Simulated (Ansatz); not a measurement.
## RuIBr: band-structure calculation

RuIBr (slab, 3 atoms in the cell), computed with DFT, PBE, plane waves, PAW, no spin polarisation (Ansatz 0.2.0).

The geometry comes from this level: r2SCAN. Figures and captions count atoms from 1; the log counts them from 0 in places.

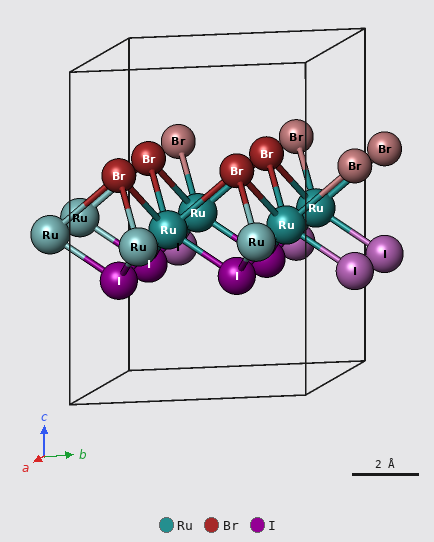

Fig. 1: The structure (ball-and-stick view of the 2 × 2 repeat of the cell, with the vacuum cut short, seen slightly off an axis; neighbours outside the cell are drawn fainter). An atom can appear more than once, as a periodic image. Near neighbours in the periodic cell (some may lie outside the picture): Ru has 3 Br at 2.87 Å and 3 I at 2.54 Å; Br has 3 Ru at 2.87 Å; I has 3 Ru at 2.54 Å.

Input file
```yaml
crystal:
  lattice:
    - [3.7389871815, 0.0, 0.0]
    - [-1.8694935908, 3.2380578836, 0.0]
    - [0.0, 0.0, 30.9649853632]
  atoms:
    - { symbol: Ru, position: [0.3333333333, 0.6666666667, 0.2846937096] }
    - { symbol: Br, position: [0.6666666667, 0.3333333333, 0.345869879] }
    - { symbol: I, position: [0.6666666667, 0.3333333333, 0.2413890277] }
  periodic: [true, true, false]
kpoints:
  mp_grid: { grid: [12, 12, 1] }
  band_path:
    path:
      - [0, 0, 0]
      - [0.5, 0, 0]
      - [0.3333333333333, 0.3333333333333, 0]
      - [0, 0, 0]
    npoints: 10
hamiltonian:
  xc: pbe
scf:
  occupations: { method: fermi_dirac, width: 0.02 }
  n_extra_bands: 4
output:
  forces: true
  stress: true
  eigenvalues: true
  write_density: true
  write_potential: true
  elf: true
  volumetric_format: npy
```

Machine: 4 threads of Arm Neoverse V2, 24 GiB of memory available, shared host.

Launched with:
```bash
ansatz run input.yaml --threads 4 --pin off --max-ram 5529MiB --backend cpu --events-out ev --progress --plain --runs-dir out
```

What the program printed
```
scf.n_extra_bands = 4 over 20 filled bands (N_el = 40.0): the run solves 24 bands
Engine: ansatz 0.2.0, aarch64-unknown-linux-gnu
Pseudopotentials: kind: paw
Pseudopotential: Ru, paw, valence charge 16, recommended cutoff 420 eV (normal), Ru.paw.azcp
Pseudopotential: Br, paw, valence charge 7, recommended cutoff 420 eV (normal), Br.paw.azcp
Pseudopotential: I, paw, valence charge 17, recommended cutoff 420 eV (normal), I.paw.azcp
Functional definition: PBE
  parameter kappa = 0.804
  parameter beta = 0.06672455060314922
  exchange = pbe_x(kappa = kappa, mu = beta*pi^2/3)
  correlation = pbe_c(beta = beta)
Crystal: 3 atoms, lattice volume = 374.895 Å³
Basis set: ecut = 420 eV, 7363 PW (Γ), exchange–correlation on 50×50×432 points (8 copies of the dense FFT grid, shifted against one another)
Bands: 24, of which v1, the nominal top of the filled ones, is band 20 counted from 1 (19 counted from 0)
Symmetry: 6 space group operations
Space group: P3m1 (ITA 156), of the structure as read, at distance tolerance 7.2e-5 Å
k-points: 19 of 144 (time reversal used)
Non-local potential: Ru, projectors of the file, l = 0: 3, l = 1: 2, l = 2: 2, l = 3: 1
Non-local potential: Br, projectors of the file, l = 0: 2, l = 1: 2, l = 2: 2
Non-local potential: I, projectors of the file, l = 0: 2, l = 1: 2, l = 2: 2, l = 3: 2
PAW form: soft (Blöchl's): semilocal exchange-correlation on the pseudo side does not see the compensation charge
PAW one-centre angular grid: Ru, 590 points (default); XC on 64 Gauss nodes
PAW one-centre angular grid: Br, 110 points (default); XC on 64 Gauss nodes
PAW one-centre angular grid: I, 590 points (default); XC on 64 Gauss nodes
Initial density: superposition of atomic densities (neutral atoms: chi_scale 0, normalization atom), corrected by the library's trained network
Initial wavefunctions: pseudopotential atomic-orbital guess
Functional: x = pbe(κ = 0.804, μ = 0.2195149727645171), c = pbe(β = 0.06672455060314922)
SCF iter   1: F=—  HF=-16173.748251 eV  |F-HF|=—  |Δ(HF+E_count)|=         —  Δρ=3.38e-3  dr2=8.15e-2  ethr=1.77e-3  ⟨swp⟩=17.7  Hψ=4052  notcnv=0
preconditioner: auto → Resta (q_TF=auto, 1.879 Å⁻¹)  ε∞=2.3  [insulator: Δε(μ)=0.620 eV  Ē_g=7.799 eV  σ=0.020 eV  W_gap=1.00  n_scr=18 (ndim 8)  ℏωp=9.0 eV  f_vac=0.770  D(μ)=0.00/eV (n_scr^D=0)  ε∞_Penn≈2.3  vacuum switching on, ρ_ref=4.4e-3 e/Å³]
SCF iter   2: F=—  HF=-16173.746553 eV  |F-HF|=—  |Δ(HF+E_count)|=   1.70e-3  Δρ=2.74e-3  dr2=8.57e-2  ethr=2.04e-4  ⟨swp⟩=4.3  Hψ=1091  notcnv=0
SCF iter   3: F=—  HF=-16173.737389 eV  |F-HF|=—  |Δ(HF+E_count)|=   9.16e-3  Δρ=1.01e-3  dr2=4.74e-3  ethr=2.04e-4  ⟨swp⟩=2.6  Hψ=643  notcnv=0
SCF iter   4: F=—  HF=-16173.737738 eV  |F-HF|=—  |Δ(HF+E_count)|=   3.49e-4  Δρ=3.63e-4  dr2=4.52e-4  ethr=1.18e-5  ⟨swp⟩=3.8  Hψ=1019  notcnv=0
SCF iter   5: F=—  HF=-16173.737899 eV  |F-HF|=—  |Δ(HF+E_count)|=   1.62e-4  Δρ=1.30e-4  dr2=1.12e-4  ethr=1.13e-6  ⟨swp⟩=3.6  Hψ=1015  notcnv=0
SCF iter   6: F=—  HF=-16173.737922 eV  |F-HF|=—  |Δ(HF+E_count)|=   2.27e-5  Δρ=7.93e-5  dr2=9.51e-5  ethr=2.79e-7  ⟨swp⟩=3.1  Hψ=847  notcnv=0
SCF iter   7: F=—  HF=-16173.738003 eV  |F-HF|=—  |Δ(HF+E_count)|=   8.07e-5  Δρ=2.69e-5  dr2=4.67e-6  ethr=2.38e-7  ⟨swp⟩=2.3  Hψ=582  notcnv=0
SCF iter   8: F=—  HF=-16173.738004 eV  |F-HF|=—  |Δ(HF+E_count)|=   1.76e-6  Δρ=1.19e-5  dr2=7.73e-7  ethr=1.17e-8  ⟨swp⟩=3.1  Hψ=1025  notcnv=0
SCF iter   9: F=—  HF=-16173.738004 eV  |F-HF|=—  |Δ(HF+E_count)|=   5.20e-8  Δρ=4.40e-6  dr2=1.07e-7  ethr=2.50e-10  ⟨swp⟩=17.7  Hψ=5406  notcnv=0
SCF iter  10: F=-16173.738004 eV  HF=-16173.738004 eV  |F-HF|=8.51e-10  |Δ(HF+E_count)|=   9.05e-9  Δρ=8.29e-7  dr2=3.36e-9  ethr=2.50e-10  ⟨swp⟩=15.0  Hψ=3804  notcnv=0
SCF 1 converged in 10 iterations: F = -16173.738004 eV  dr2 = 3.36e-9
  greatest PAW one-centre occupation: 0.999 electrons in one spin orbital (limit 2), on the I atom at site 2 (counted from 0), in its partial waves of l = 2
```

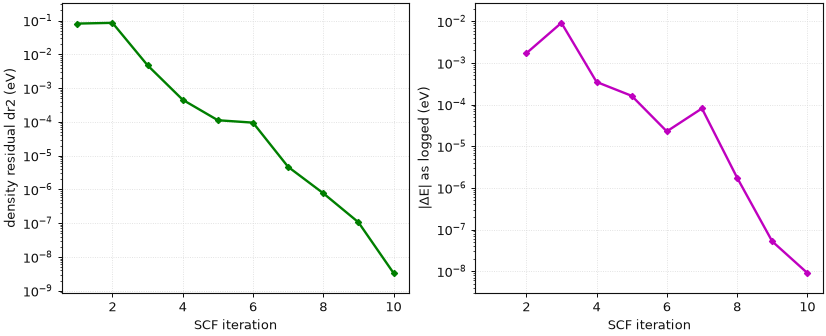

Fig. 2: Convergence of the self-consistent field: density residual dr2 and size of the energy change against the SCF iteration. The residual falls almost steadily, with no more than small rises.

```
NSCF: frozen V_eff on 31 k-points
SCF converged after 10 iterations
Free energy (F): -16173.738004 eV
Harris-Foulkes:  -16173.738004 eV  (|F-HF|=8.51e-10)
Internal energy: -16173.738004 eV  (E = F + TS)
E sigma→0 (E₀):  -16173.738004 eV
Entropy (-TS):   -0.000000 eV (-0.000 meV/atom)
Fermi energy:    -4.374673 eV
--- Per-component energies (eV) ---
  E_band       = -1167.543152
  E_kinetic    = 838.748226
  E_local      = -79341.564929  (includes V_loc(G=0)·N_el)
  E_nonlocal   = 327.450469
  E_hartree    = 39064.857593
  E_xc         = -580.953633
  E_vxc        = -468.635252  (∫ρ·V_xc dr)
  E_paw        = -10526.255360  (= ΣΔE_a)
  E_vpaw       = -653.258942  (= ΣTr[D̂ρ^β])
  E_aug_tail   = -0.000154  (compensation charges beyond the density's cutoff)
  E_ewald      = 34043.979783
  E_smearing   = -0.000000  (= −TS)
  E_closure    = 0.000000  (closes the sum)
  Σ components = -16173.738004   (vs F -16173.738004, Δ=0.00e0)
--- Forces (eV/Å), atoms counted from 1 ---
  atom   1  Ru     0.00000000    -0.00000000     0.00000612
  atom   2  Br    -0.00000000    -0.00000000     0.08209555
  atom   3  I      0.00000000     0.00000000    -0.08210098
  max |Σ_I F_I| component: 6.89e-7 eV/Å
--- 2D stress c σ (N/m, compression-positive) ---
        0.644862      -0.000000       0.000000
       -0.000000       0.644862       0.000000
        0.000000       0.000000       0.000000
  P = ½ c Tr σ = 0.6449 N/m
--- Band table (eV; the first three rows and the last of 19) ---
  k-point 0: bands = ["-76.9206", "-51.6072", "-51.6072", "-51.5518", "-51.5518", "-51.5273", "-47.1402", "-46.8850", "-46.8850", "-20.1034", "-19.3085", "-10.7869", "-9.0193", "-9.0193", "-7.2276", "-7.0831", "-7.0831", "-5.5940", "-4.9452", "-4.9452", "-3.4399", "-3.4399", "-1.9509", "-1.0951"]
  k-point 1: bands = ["-76.9205", "-51.6070", "-51.6068", "-51.5519", "-51.5518", "-51.5271", "-47.1396", "-46.8874", "-46.8855", "-20.0564", "-19.2827", "-10.7230", "-9.1926", "-9.0223", "-7.3753", "-7.1234", "-7.0200", "-5.6782", "-5.0445", "-4.9335", "-3.6487", "-3.4698", "-1.7395", "-0.8863"]
  k-point 2: bands = ["-76.9203", "-51.6066", "-51.6057", "-51.5521", "-51.5519", "-51.5265", "-47.1379", "-46.8938", "-46.8868", "-19.9248", "-19.2097", "-10.5535", "-9.6271", "-9.0431", "-7.6650", "-7.1965", "-7.0456", "-5.9102", "-5.1724", "-4.9419", "-3.9286", "-3.5204", "-1.3669", "-0.3862"]
  k-point 18: bands = ["-76.9193", "-51.6031", "-51.6021", "-51.5548", "-51.5511", "-51.5240", "-47.1294", "-46.9164", "-46.9016", "-19.2489", "-18.7698", "-10.7959", "-10.3948", "-9.5863", "-8.4251", "-8.0519", "-7.5184", "-6.2518", "-5.8174", "-4.6397", "-4.0016", "-3.6218", "-0.3413", "-0.0090"]
```

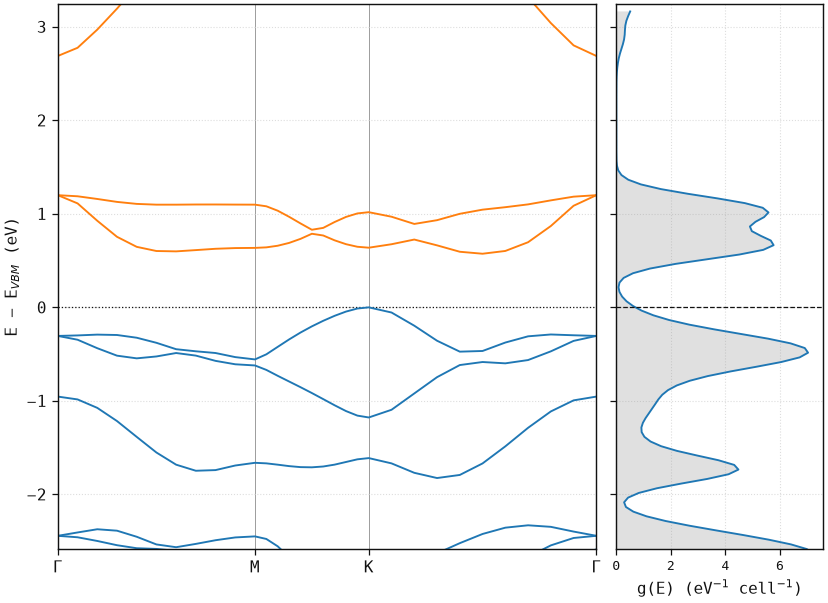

Fig. 3: Band structure along Γ–M–K–Γ and density of states (the curve is built from the levels of the k mesh with Gaussians 0.3 eV wide, which also blur the band edges), with energies from the valence-band top. There is a gap of 0.57 eV on this path, indirect, from K to between K and Γ.

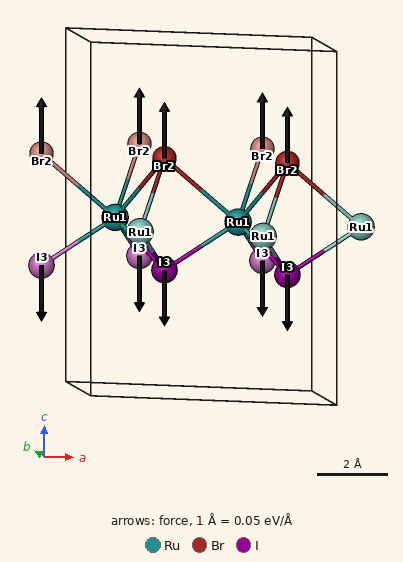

Fig. 4: Forces on the atoms as black arrows (ball-and-stick view of the 2 × 1 repeat of the cell, with the vacuum cut short, seen slightly off an axis; neighbours outside the cell are drawn fainter; atoms are numbered from 1 in the order of the input). The largest act on I3 (0.08 eV/Å); Br2 (0.08 eV/Å). The geometry is not a stationary point of this energy.

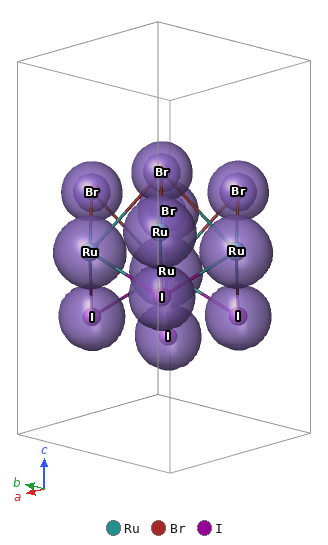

Fig. 5: Isosurface of the valence electron density at 1 e/Å³ (purple), seen at an oblique angle. Sticks mark near contacts. At this value the density breaks into separate islands; it holds about 60 % of the electrons treated as valence (semicore included). It is pinched off along the Ru–I (2.54 Å) and Ru–Br (2.87 Å) contacts. On the grid the lowest density along these lines, outside the cores, is 0.58 e/Å³ (Ru–I, 2.54 Å) and 0.26 e/Å³ (Ru–Br, 2.87 Å). The fields are those of the smooth PAW valence density.

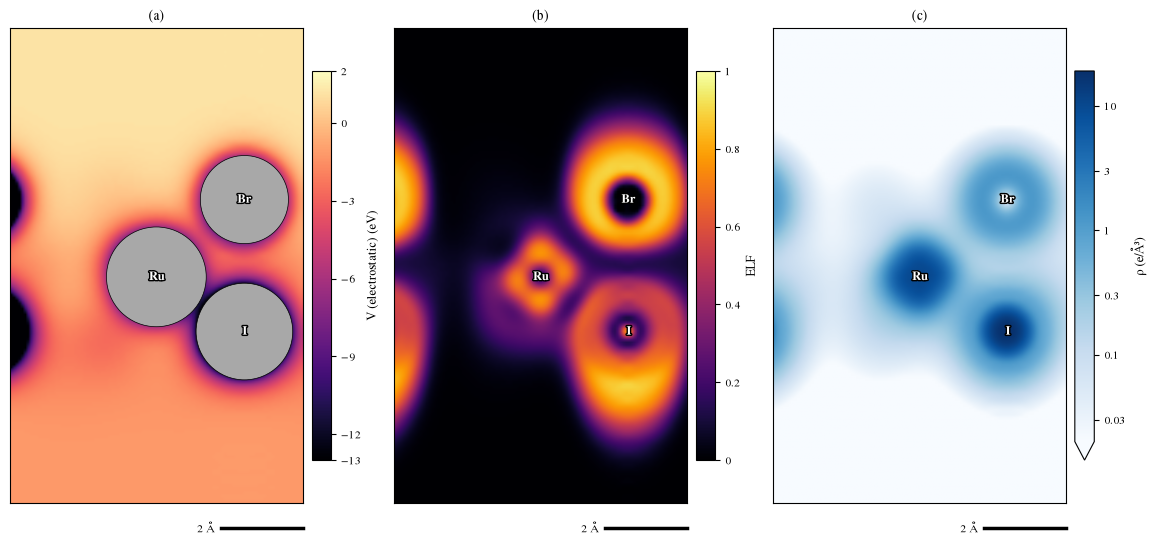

Fig. 6: (a) electrostatic potential (local pseudopotential plus Hartree) felt by an electron; (b) electron localisation function; (c) valence charge density (pseudo) on the (110) plane of the calculation cell, a cut from vacuum to vacuum. Grey discs, where drawn, cover atomic cores. Ru–I (2.54 Å): ρ at the midpoint is about 0.59 e/Å³; the ELF is about 0.50 at the midpoint. Ru–Br (2.87 Å): ρ is about 0.26 e/Å³ halfway; the ELF peaks at about 0.85 in the valence shell of Br, 0.9 Å from its nucleus, and drops to about 0.15 between the two atoms. The density dies away to nearly zero in the vacuum. The strong features right at Ru lie inside the PAW spheres (semicore, d or f shells) and say nothing about bonding.

Results in brief

```json
{"quantity": "outcome", "value": "converged"}
{"quantity": "electrons treated", "value": "40"}
{"quantity": "free energy", "value": "−16173.7380 eV"}
{"quantity": "Fermi energy", "value": "−4.375 eV"}
{"quantity": "band gap", "value": "0.57 eV"}
{"quantity": "largest force (length of the vector)", "value": "0.082 eV/Å"}
{"quantity": "wall time", "value": "10 s (CPU time 39 s)"}
{"quantity": "peak memory", "value": "0.69 GiB"}
```

Remarks

Spin-orbit coupling is left out, which matters for I.
